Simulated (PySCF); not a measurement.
## A study: F₂H₃P₂, charge +1, SMILES `F[PH+](F)P`

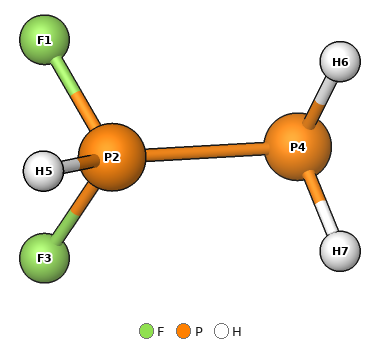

The molecule, with its atoms numbered as below. No frequency check shows the geometry to be a minimum.

Cartesian coordinates (Å):

```
F1       1.1091    1.1920    0.3619
P2       0.4756   -0.0000   -0.4359
F3       1.1091   -1.1919    0.3620
P4      -1.6337    0.0000    0.1951
H5       1.3697   -0.0005   -1.5183
H6      -1.9809    1.0353   -0.6926
H7      -1.9809   -1.0353   -0.6925
```

Part 1: Bonding charge

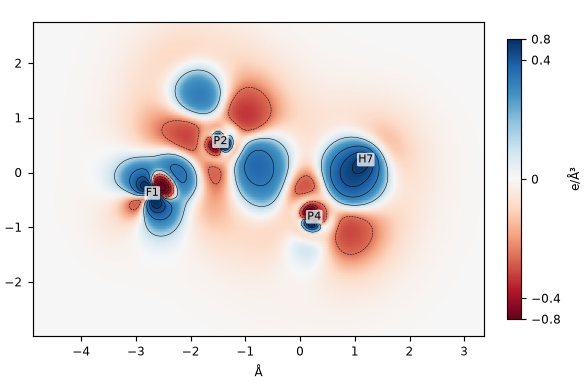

Deformation density (molecule less spherical, spin-averaged free atoms) in the plane of F1, P2, P4 and H7; colour scale in e/Å³, logarithmic beyond ±0.1; blue: gain, red: loss.

Level of theory: B3LYP/6-311+G** (PySCF), at a geometry from GFN2-xTB.

**How much density has each bond in this plane gained at its critical point, relative to the free atoms?**

P4–H7: +0.26 e/Å³ at the bond critical point (bond length 1.41 Å). P2–P4: +0.17 e/Å³ at the bond critical point (bond length 2.20 Å). F1–P2: +0.01 e/Å³ at the bond critical point (bond length 1.57 Å); up to 0.6 Å beside the axis the gain reaches +0.25 e/Å³. In all, 1.4 electrons gather in the regions of gain relative to the promolecule of neutral atoms (the regions of loss give up this much and the cation's charge besides). A small or negative value marks a very polar bond, one between electron-rich atoms, whose free-atom densities already overlap strongly, a long bond to a heavier atom, or a closed-shell contact such as a hydrogen bond.

**Where do the Hirshfeld charges lie?**

The highest Hirshfeld charge is on P2 (+0.64 e), the lowest on F1 and F3 (−0.08 e).

Part 2: Bond critical points

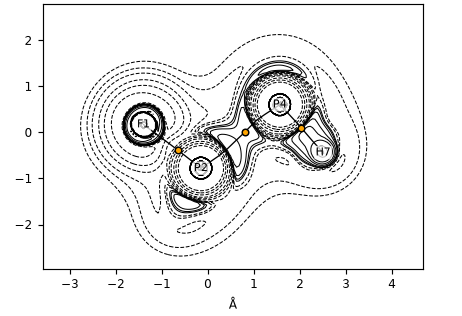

Negative Laplacian of the density (−∇²ρ) in the plane of F1, P2, P4 and H7 (solid lines positive, dashed lines negative, contours at ±0.02 to ±8 a.u.), with bond paths and bond critical points (dots).

**Sort the bonds in the plane by the sign of ∇²ρ at their critical points.**

Concentrated (∇²ρ < 0): P4–H7 (−0.10 a.u.); P2–P4 (−0.14 a.u.). Depleted (∇²ρ > 0): F1–P2 (+0.84 a.u., H = −0.106). A positive Laplacian with clearly negative H marks a strongly polar covalent bond, whose critical point lies close to the core of the less electronegative atom.

**Where along F1–P2 does the critical point lie?**

0.93 Å from F1 and 0.64 Å from P2.

Part 3: Local ionisation energy

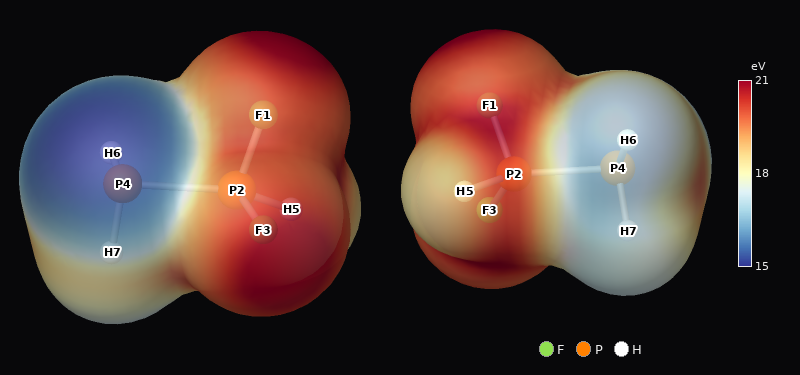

Average local ionisation energy on the surface of electron density 0.001 a.u. (back view left, front view right).

**Locate the minima of the map.**

The lowest value is 15.0 eV, 2.2 Å from P4. Further minima include 16.8 eV, about equally far (1.8 Å) from H6 and H7, over P4 (2.3 Å); 18.1 eV, 1.3 Å from H5; 19.8 eV, 1.7 Å from F3, and at like points elsewhere. For comparison, the highest occupied orbital lies at −14.7 eV.

**What volume does the surface enclose?**

About 93 Å³.

Part 4: Excited states

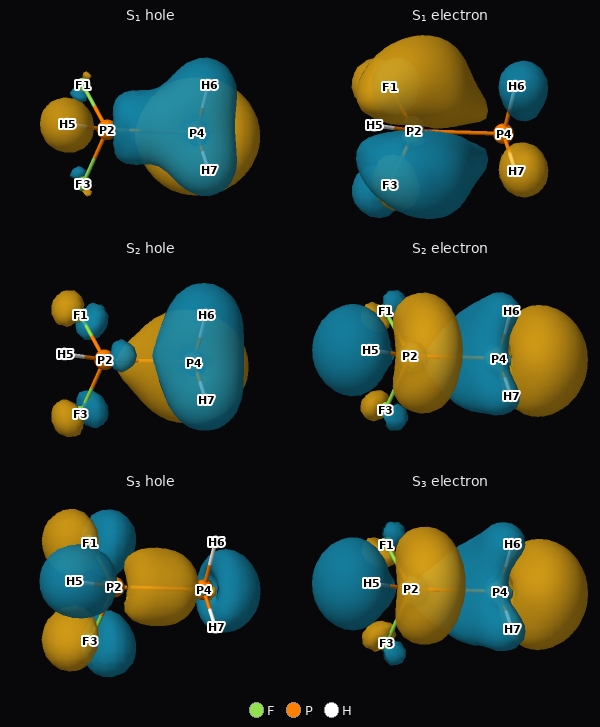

Leading natural transition orbitals (TDA singlet states).

PySCF calculation, PBE/6-311+G**, gas phase; geometry: GFN2-xTB.

**Describe these excited states.**

By state:
- S₁: 5.45 eV (227 nm), f = 0.000 (dark), charge transfer, whose energy this functional puts too low; the leading pair carries 100 %; hole on P4 (71 %), P2 (10 %) and H6 and H7 (7 % each), electron on P2 (57 %), F1 and F3 (12 % each) and P4 (9 %); their centroids lie 1.8 Å apart; S₂ lies within 0.1 eV of it.
- S₂: 5.54 eV (224 nm), f = 0.117 (bright); the leading pair carries 97 %; hole on P4 (66 %), H6 and H7 (10 % each) and P2 (7 %), electron on P4 (41 %), P2 (35 %) and H5 (14 %); their centroids lie 1.0 Å apart; S₁ lies within 0.1 eV of it.
- S₃: 6.80 eV (182 nm), f = 0.223 (bright); the leading pair carries 86 %; hole on F1 and F3 (25 % each), P4 (22 %) and P2 (15 %), electron on P4 (39 %), P2 (37 %) and H5 (12 %); their centroids lie 0.9 Å apart.

Part 5: Removing or adding an electron

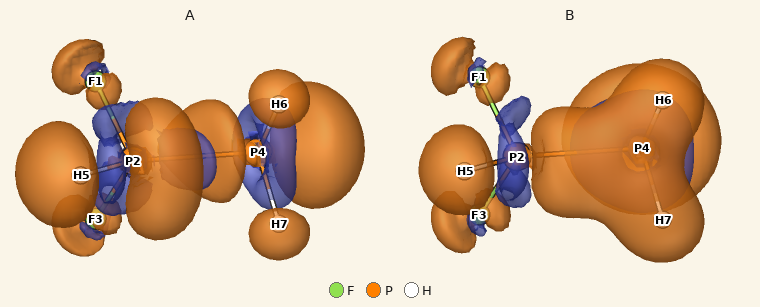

The two Fukui functions at ±0.02 e/Å³ (orange positive, blue negative).

Level of theory: r2SCAN/def2-TZVP (PySCF), at a geometry from GFN2-xTB.

**Which panel is f⁻ (electron removed) and which f⁺ (electron added)?**

A is f⁺, B is f⁻. f⁻ (Hirshfeld-condensed) is largest on P4 (0.47); the vertical ionisation energy is 17.09 eV (the stability of the dication's solution wasn't checked). f⁺ (Hirshfeld-condensed) is largest on P4 (0.35) and P2 (0.25); the vertical electron affinity is 6.12 eV (the stability of the neutral species's solution wasn't checked; rough: the basis has no diffuse functions).

**What chemical potential and hardness follow from the two energies?**

μ = −(I + A)/2 = −11.61 eV and η = I − A = 10.97 eV.

Part 6: Localised orbitals

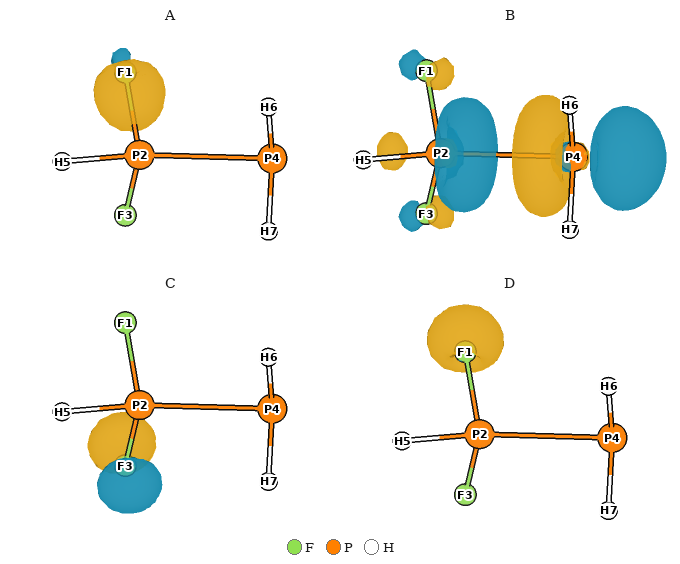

Intrinsic bond orbitals (IBO), occupied and valence-virtual; each surface holds about 70 % of the orbital's density. Energies are diagonal elements of the Fock matrix.

PySCF calculation, r2SCAN/aug-cc-pVDZ, gas phase; geometry: GFN2-xTB.

**What does each orbital represent in a Lewis picture?**

By panel:
- A: σ bond F1–P2 (F1 77 %, P2 22 %; −29.2 eV)
- B: σ* orbital P4–P2 (P4 61 %, P2 36 %; −6.3 eV)
- C: lone pair on F3 (p-type) (F3 96 %, P2 4 %; −17.7 eV)
- D: lone pair on F1 (sp0.4-type) (F1 100 %; −29.3 eV)

**How do all the valence pairs divide up?**

13 pairs: 7 lone pairs and 6 σ bonds.

The PySCF runs shown took 12 s, 110 s, 3.1 min and 28 s on 1 thread of Arm Neoverse V1, with other jobs on the host.
